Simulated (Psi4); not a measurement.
**AlNH₃Cl: excited-state calculation**

- system: AlNH₃Cl
- method: TDA (BHLYP)/6-311G*, UKS (Psi4 1.11)

The geometry comes from this level: PBE0-D4/def2-TZVP.

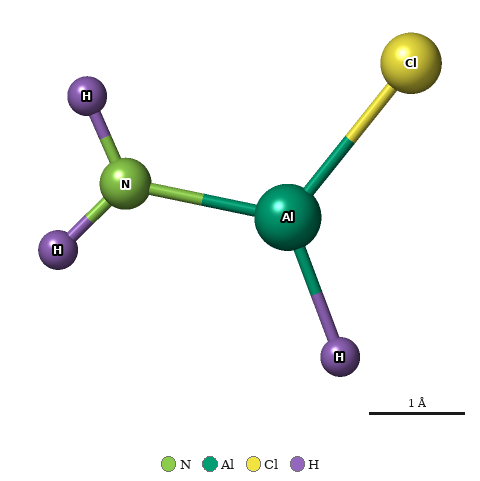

Fig. 1: The structure (ball-and-stick view, seen on its broad side). Sticks mark near contacts. Bond lengths as drawn: Al–Cl 2.10 Å, Al–H 1.57 Å, Al–N 1.76 Å and H–N 1.01 Å.

### Input (calc.dat)
```python
memory 1.6 GB

molecule {
  0 1
  N     -0.631100     0.250900    -0.718800
  Al     0.477600    -0.073800     0.603600
  Cl     1.413500    -1.951500     0.645600
  H     -1.134300     1.115000    -0.838800
  H     -0.852600    -0.395100    -1.458900
  H      0.769000     0.990400     1.721000
  symmetry c1
  no_reorient
  no_com
}

set basis 6-311G*
set reference uks
set scf_type cd
set save_jk true
set level_shift 0.3
set guess core
set maxiter 80

from psi4.driver.procrouting.response.scf_response import tdscf_excitations
e, wfn = energy("bhhlyp", return_wfn=True)
states = tdscf_excitations(wfn, states=4, tda=True)
print_variables()
```

Launch command:
```bash
psi4 -n 1 calc.dat calc.out
```

### Log
```
Psi4 1.11 release

   => Loading Basis Set <=

    Name: 6-311G*
    Role: ORBITAL
    Keyword: BASIS

         ---------------------------------------------------------
                                   SCF
                              UKS Reference
                        1 Threads,   1525 MiB Core
         ---------------------------------------------------------

  ==> Geometry <==

    Molecular point group: c1
    Full point group: C1

    Geometry (in Angstrom), charge = 0, multiplicity = 1:

       Center              X                  Y                   Z               Mass
    ------------   -----------------  -----------------  -----------------  -----------------
         N           -0.631100000000     0.250900000000    -0.718800000000    14.003074004430
         AL           0.477600000000    -0.073800000000     0.603600000000    26.981538530000
         CL           1.413500000000    -1.951500000000     0.645600000000    34.968852682000
         H           -1.134300000000     1.115000000000    -0.838800000000     1.007825032230
         H           -0.852600000000    -0.395100000000    -1.458900000000     1.007825032230
         H            0.769000000000     0.990400000000     1.721000000000     1.007825032230

  Running in c1 symmetry.

  Rotational constants: A =      0.76478  B =      0.07135  C =      0.06526 [cm^-1]
  Rotational constants: A =  22927.39367  B =   2139.04774  C =   1956.53388 [MHz]
  Nuclear repulsion =  128.961912815538909

  Charge       = 0
  Multiplicity = 1
  Electrons    = 40
  Nalpha       = 20
  Nbeta        = 20

  ==> Algorithm <==

  SCF Algorithm Type is CD.
  DIIS enabled.
  MOM disabled.
  Fractional occupation disabled.
  Guess Type is CORE.
  Energy threshold   = 1.00e-06
  Density threshold  = 1.00e-06
  Integral threshold = 1.00e-12

  ==> Primary Basis <==

  Basis Set: 6-311G*
    Blend: 6-311G*
    Number of shells: 41
    Number of basis functions: 79
    Number of Cartesian functions: 82
    Spherical Harmonics?: true
    Max angular momentum: 2

  ==> DFT Potential <==

   => LibXC <=

    Version 7.1.2

   => Composite Functional: BHANDHLYP <=

    BHandHLYP Hyb-GGA Exchange-Correlation Functional

    Defined through Gaussian implementation.

    Deriv               =              1
    GGA                 =           TRUE
    Meta                =          FALSE

    Exchange Hybrid     =           TRUE
    MP2 Hybrid          =          FALSE

   => Exchange Functionals <=

    0.5000         Becke 88

   => Exact (HF) Exchange <=

    0.5000               HF

   => Correlation Functionals <=

    1.0000   Lee, Yang & Parr

   => LibXC Density Thresholds  <==

    XC_HYB_GGA_XC_BHANDHLYP:  1.00E-15

   => Molecular Quadrature <=

    Radial Scheme          =       TREUTLER
    Pruning Scheme         =           NONE
    Nuclear Scheme         =       TREUTLER

    Blocking Scheme        =         OCTREE
    BS radius alpha        =              1
    Pruning alpha          =              1
    Radial Points          =             75
    Spherical Points       =            302
    Total Points           =         130949
    Total Blocks           =           1038
    Max Points             =            256
    Max Functions          =             76
    Weights Tolerance      =       1.00E-15

  ==> Integral Setup <==

  ==> CDJK: Cholesky-decomposed J/K Matrices <==

    J tasked:                     Yes
    K tasked:                     Yes
    wK tasked:                     No
    Integrals threads:              1
    Memory [MiB]:                 930
    Algorithm:                   Core
    Integral Cache:              NONE
    Schwarz Cutoff:             1E-12
    Cholesky tolerance:      1.00E-04
    No. Cholesky vectors:         349

  Cached 100.0% of DFT collocation blocks in 0.209 [GiB].

  Minimum eigenvalue in the overlap matrix is 1.9152021740E-02.
  Reciprocal condition number of the overlap matrix is 3.5738165449E-03.
    Using symmetric orthogonalization.

  ==> Pre-Iterations <==

  SCF Guess: Core (One-Electron) Hamiltonian.

   -------------------------------------------------------
    Irrep   Nso     Nmo     Nalpha   Nbeta   Ndocc  Nsocc
   -------------------------------------------------------
     A         79      79      20      20      20       0
   -------------------------------------------------------
    Total      79      79      20      20      20       0
   -------------------------------------------------------

  ==> Iterations <==

                        Total Energy        Delta E     RMS |[F,P]|

   @UKS iter   1:  -653.26028691055512   -6.53260e+02   2.83313e-01 ADIIS/SHIFT
   @UKS iter   2:  -613.74505595605740    3.95152e+01   1.42205e-01 ADIIS/SHIFT
   @UKS iter   3:  -746.37740445202269   -1.32632e+02   4.56954e-02 ADIIS/DIIS/SHIFT
   @UKS iter   4:  -734.28676091706848    1.20906e+01   7.42244e-02 ADIIS/DIIS/SHIFT
   @UKS iter   5:  -755.80215458440580   -2.15154e+01   2.60964e-02 ADIIS/DIIS/SHIFT
   @UKS iter   6:  -759.04645216753909   -3.24430e+00   7.21576e-03 ADIIS/DIIS
   @UKS iter   7:  -759.26239325079734   -2.15941e-01   2.89074e-03 ADIIS/DIIS
   @UKS iter   8:  -759.28343488129008   -2.10416e-02   4.63024e-04 ADIIS/DIIS
   @UKS iter   9:  -759.28422348147956   -7.88600e-04   1.13154e-04 ADIIS/DIIS
   @UKS iter  10:  -759.28426966181473   -4.61803e-05   2.28958e-05 DIIS
   @UKS iter  11:  -759.28427232802187   -2.66621e-06   8.82386e-06 DIIS
   @UKS iter  12:  -759.28427261111665   -2.83095e-07   2.05541e-06 DIIS
   @UKS iter  13:  -759.28427262790649   -1.67898e-08   2.81902e-07 DIIS
  Energy and wave function converged.

  ==> Post-Iterations <==

   Electrons on quadrature grid:
      Nalpha   =   20.0000001952 ; deviation = 1.952e-07
      Nbeta    =   20.0000001952 ; deviation = 1.952e-07
      Ntotal   =   40.0000003903 ; deviation = 3.903e-07

   @Spin Contamination Metric:   2.842170943E-14
   @S^2 Expected:                0.000000000E+00
   @S^2 Observed:                2.842170943E-14
   @S   Expected:                0.000000000E+00
   @S   Observed:                0.000000000E+00

    Orbital Energies [Eh]
    ---------------------

    Alpha Occupied:

       1A   -102.790408     2A    -56.982970     3A    -14.771533
       4A     -9.867526     5A     -7.517719     6A     -7.514903
       7A     -7.514468     8A     -4.442620     9A     -2.909276
      10A     -2.906604    11A     -2.904333    12A     -0.954890
      13A     -0.916014    14A     -0.562828    15A     -0.525323
      16A     -0.446276    17A     -0.403412    18A     -0.390765
      19A     -0.373251    20A     -0.332640

    Alpha Virtual:

      21A      0.009409    22A      0.032926    23A      0.048265
      24A      0.086283    25A      0.123079    26A      0.125307
      27A      0.148296    28A      0.177624    29A      0.208196
      30A      0.247327    31A      0.292668    32A      0.364985
      33A      0.379288    34A      0.423175    35A      0.467127
      36A      0.502884    37A      0.551998    38A      0.561110
      39A      0.618176    40A      0.704621    41A      0.714309
      42A      0.722932    43A      0.726116    44A      0.750262
      45A      0.819340    46A      0.869854    47A      0.893042
      48A      0.953889    49A      0.977449    50A      0.989338
      51A      1.060770    52A      1.100301    53A      1.184197
      54A      1.356210    55A      2.018213    56A      2.032749
      57A      2.032849    58A      2.180198    59A      2.264967
      60A      2.287088    61A      2.417552    62A      2.557564
      63A      2.587103    64A      2.665190    65A      2.989929
      66A      3.847374    67A      4.124396    68A      4.275938
      69A      4.398454    70A      8.144075    71A      8.248166
      72A      8.417841    73A      9.811719    74A     25.771423
      75A     25.849166    76A     26.197675    77A     35.801030
      78A    121.100590    79A    216.821866

    Beta Occupied:

       1A   -102.790408     2A    -56.982970     3A    -14.771533
       4A     -9.867526     5A     -7.517719     6A     -7.514903
       7A     -7.514468     8A     -4.442620     9A     -2.909276
      10A     -2.906604    11A     -2.904333    12A     -0.954890
      13A     -0.916014    14A     -0.562828    15A     -0.525323
      16A     -0.446276    17A     -0.403412    18A     -0.390765
      19A     -0.373251    20A     -0.332640

    Beta Virtual:

      21A      0.009409    22A      0.032926    23A      0.048265
      24A      0.086283    25A      0.123079    26A      0.125307
      27A      0.148296    28A      0.177624    29A      0.208196
      30A      0.247327    31A      0.292668    32A      0.364985
      33A      0.379288    34A      0.423175    35A      0.467127
      36A      0.502884    37A      0.551998    38A      0.561110
      39A      0.618176    40A      0.704621    41A      0.714309
      42A      0.722932    43A      0.726116    44A      0.750262
      45A      0.819340    46A      0.869854    47A      0.893042
      48A      0.953889    49A      0.977449    50A      0.989338
      51A      1.060770    52A      1.100301    53A      1.184197
      54A      1.356210    55A      2.018213    56A      2.032749
      57A      2.032849    58A      2.180198    59A      2.264967
      60A      2.287088    61A      2.417552    62A      2.557564
      63A      2.587103    64A      2.665190    65A      2.989929
      66A      3.847374    67A      4.124396    68A      4.275938
      69A      4.398454    70A      8.144075    71A      8.248166
      72A      8.417841    73A      9.811719    74A     25.771423
      75A     25.849166    76A     26.197675    77A     35.801030
      78A    121.100590    79A    216.821866

    Final Occupation by Irrep:
              A
    DOCC [    20 ]
    SOCC [     0 ]
    NA   [    20 ]
    NB   [    20 ]

  @UKS Final Energy:  -759.28427262790649

   => Energetics <=

    Nuclear Repulsion Energy =            128.9619128155389092
    One-Electron Energy =               -1306.1930400200119493
    Two-Electron Energy =                 446.2350184850292294
    DFT Exchange-Correlation Energy =     -28.2881639084627352
    Empirical Dispersion Energy =           0.0000000000000000
    VV10 Nonlocal Energy =                  0.0000000000000000
    Total Energy =                       -759.2842726279064891

  UHF NO Occupations:
  HONO-2 :   18  A 2.0000000
  HONO-1 :   19  A 2.0000000
  HONO-0 :   20  A 2.0000000
  LUNO+0 :   21  A 0.0000000
  LUNO+1 :   22  A 0.0000000
  LUNO+2 :   23  A 0.0000000
  LUNO+3 :   24  A 0.0000000

Computation Completed

Properties will be evaluated at   0.000000,   0.000000,   0.000000 [a0]

Properties computed using the SCF density matrix

 Multipole Moments:

 ------------------------------------------------------------------------------------
     Multipole            Electronic (a.u.)      Nuclear  (a.u.)        Total (a.u.)
 ------------------------------------------------------------------------------------

 L = 1.  Multiply by 2.5417464519 to convert [e a0] to [Debye]
 Dipole X            :        -47.1397700           46.4923649           -0.6474051
 Dipole Y            :         58.6647825          -57.9546877            0.7100948
 Dipole Z            :        -25.3935466           24.9702741           -0.4232725
 Magnitude           :                                                    1.0500131

 ------------------------------------------------------------------------------------

	total time  =          4 seconds =       0.07 minutes

******************************************************************************************
**********                               WARNING                                **********
**********       The names of excited state variables changed between 1.5       **********
**********     and 1.6. For a quick solution, remove the symmetry specifier     **********
**********   from the variable name. For full details, see 'Notes on Psivars'   **********
**********                        in the documentation.                         **********
******************************************************************************************

         ---------------------------------------------------------
                         TDSCF excitation energies
         ---------------------------------------------------------

  ==> Options <==

     Residual threshold  : 1.0000e-04
     Initial guess       : denominators
     Reference           : UHF
     Solver type         : TDA (Davidson)

  ==> Requested Excitations <==

      4 singlet states with A symmetry

  ==> Seeking the lowest 4 singlet states with A symmetry

                         Generalized Davidson Solver

  ==> Options <==

    Max number of iterations        = 60
    Eigenvector tolerance           = 1.0000e-04
    Max number of expansion vectors = 800

  => Iterations <=
                           Max[D[value]]     Max[|R|]   # vectors
  DavidsonSolver iter   1:   2.73153e-01  6.36800e-02     16
  DavidsonSolver iter   2:   1.06280e-02  1.47400e-02     20
  DavidsonSolver iter   3:   3.67961e-04  4.56514e-03     24
  DavidsonSolver iter   4:   4.17266e-05  1.84789e-03     28
  DavidsonSolver iter   5:   4.39355e-06  5.04444e-04     32
  DavidsonSolver iter   6:   1.83669e-07  1.59341e-04     36
  DavidsonSolver iter   7:   2.34914e-08  8.16822e-05     37      Converged

******************************************************************************************
**********                               WARNING                                **********
**********  Length-gauge rotatory strengths are **NOT** gauge-origin invariant  **********
******************************************************************************************

                                    Excitation Energy         Total Energy        Oscillator Strength             Rotatory Strength
     #   Sym: GS->ES (Trans)        au              eV              au          au (length)    au (velocity)    au (length)    au (velocity)
    ---- -------------------- --------------- --------------- --------------- --------------- --------------- --------------- ---------------
     1        A->A (1 A)       0.20939         5.69787        -759.07488       0.0000          0.0000          0.0000         -0.0000
     2        A->A (1 A)       0.22715         6.18100        -759.05713       0.0000          0.0000          0.0000         -0.0000
     3        A->A (1 A)       0.25019         6.80802        -759.03408       0.0565          0.0873         -0.0000          0.0000
     4        A->A (1 A)       0.26374         7.17665        -759.02054       0.0000          0.0000         -0.0000         -0.0000

Contributing excitations
Only contributions with abs(coeff) > 1.00e-01 will be printed:

Excited State    1 (1 A):   0.20939 au   217.60 nm f = 0.0000
Alpha orbitals:
  Sums of squares: Xssq =  5.000000e-01
     20a (a) ->  21a (a)    0.690059 (47.618%)
     20a (a) ->  25a (a)    0.116586 ( 1.359%)
Beta orbitals:
  Sums of squares: Xssq =  5.000000e-01
     20a (b) ->  21a (b)   -0.690059 (47.618%)
     20a (b) ->  25a (b)   -0.116586 ( 1.359%)

Excited State    2 (1 A):   0.22715 au   200.59 nm f = 0.0000
Alpha orbitals:
  Sums of squares: Xssq =  5.000000e-01
     20a (a) ->  22a (a)    0.654222 (42.801%)
     20a (a) ->  23a (a)    0.202786 ( 4.112%)
Beta orbitals:
  Sums of squares: Xssq =  5.000000e-01
     20a (b) ->  22a (b)   -0.654222 (42.801%)
     20a (b) ->  23a (b)   -0.202786 ( 4.112%)

Excited State    3 (1 A):   0.25019 au   182.11 nm f = 0.0565
Alpha orbitals:
  Sums of squares: Xssq =  5.000000e-01
     20a (a) ->  22a (a)   -0.668757 (44.724%)
     20a (a) ->  23a (a)   -0.170789 ( 2.917%)
Beta orbitals:
  Sums of squares: Xssq =  5.000000e-01
     20a (b) ->  22a (b)   -0.668757 (44.724%)
     20a (b) ->  23a (b)   -0.170789 ( 2.917%)

Excited State    4 (1 A):   0.26374 au   172.76 nm f = 0.0000
Alpha orbitals:
  Sums of squares: Xssq =  5.000000e-01
     17a (a) ->  21a (a)   -0.284364 ( 8.086%)
     19a (a) ->  21a (a)   -0.622991 (38.812%)
     19a (a) ->  25a (a)   -0.120412 ( 1.450%)
Beta orbitals:
  Sums of squares: Xssq =  5.000000e-01
     17a (b) ->  21a (b)    0.284364 ( 8.086%)
     19a (b) ->  21a (b)    0.622991 (38.812%)
     19a (b) ->  25a (b)    0.120412 ( 1.450%)

******************************************************************************************
**********                               WARNING                                **********
**********       The names of excited state variables changed between 1.5       **********
**********     and 1.6. For a quick solution, remove the symmetry specifier     **********
**********   from the variable name. For full details, see 'Notes on Psivars'   **********
**********                        in the documentation.                         **********
******************************************************************************************

  Variable Map:
  ----------------------------------------------------------------------------
  "CURRENT ENERGY"              =>    -759.284272627906
  "CURRENT REFERENCE ENERGY"    =>    -759.284272627906
  "DD SOLVATION ENERGY"         =>       0.000000000000
  "DFT FUNCTIONAL TOTAL ENERGY" =>    -759.284272627906
  "DFT TOTAL ENERGY"            =>    -759.284272627906
  "DFT VV10 ENERGY"             =>       0.000000000000
  "DFT XC ENERGY"               =>     -28.288163908463
  "GRID ELECTRONS ALPHA"        =>      20.000000195158
  "GRID ELECTRONS BETA"         =>      20.000000195158
  "GRID ELECTRONS TOTAL"        =>      40.000000390315
  "NUCLEAR REPULSION ENERGY"    =>     128.961912815539
  "ONE-ELECTRON ENERGY"         =>   -1306.193040020012
  "PCM POLARIZATION ENERGY"     =>       0.000000000000
  "PE ENERGY"                   =>       0.000000000000
  "SCF ITERATION ENERGY"        =>    -759.284272627906
  "SCF ITERATIONS"              =>      13.000000000000
  "SCF TOTAL ENERGY"            =>    -759.284272627906
  "TWO-ELECTRON ENERGY"         =>     446.235018485029
  "XC GRID RADIAL POINTS"       =>      75.000000000000
  "XC GRID SPHERICAL POINTS"    =>     302.000000000000
  "XC GRID TOTAL POINTS"        =>  130949.000000000000

  Array Variable Map:
  ----------------------------------------------------------------------------
  "CURRENT DIPOLE"              =>      -0.647405094662 ... -0.423272486884 1 by 3
  "SCF DIPOLE"                  =>      -0.647405094662 ... -0.423272486884 1 by 3
  "SCF TOTAL ENERGIES"          =>    -653.260286910555 ... -759.284272627906 1 by 13

    Psi4 run time: 0:00:12.90
```

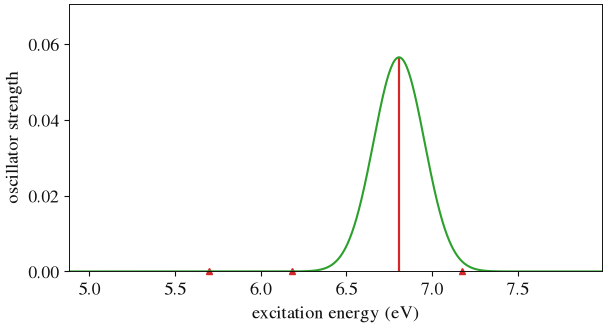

Fig. 2: Computed excitations as sticks (degenerate states added up, dark ones marked on the axis), with a Gaussian envelope of 0.35 eV full width at half maximum, scaled to the tallest. Of the 4 states the lowest lies at 5.70 eV (f = 0.000); the strongest line is at 6.81 eV, or 182 nm (f = 0.057).

### Key numbers

- outcome: converged
- total energy: −759.284273 hartree
- basis functions: 79
- HOMO: −9.05 eV
- LUMO: 0.26 eV
- dipole moment: 2.67 D
- lowest excitation: 5.70 eV
- hardware: 1 thread of Intel Xeon (Granite Rapids), 192 GiB of memory available, shared host
- wall time: 14 s
- peak memory: 0.44 GiB

### Notes

Settings chosen away from the usual ones: level_shift set to 0.3; guess set to core.
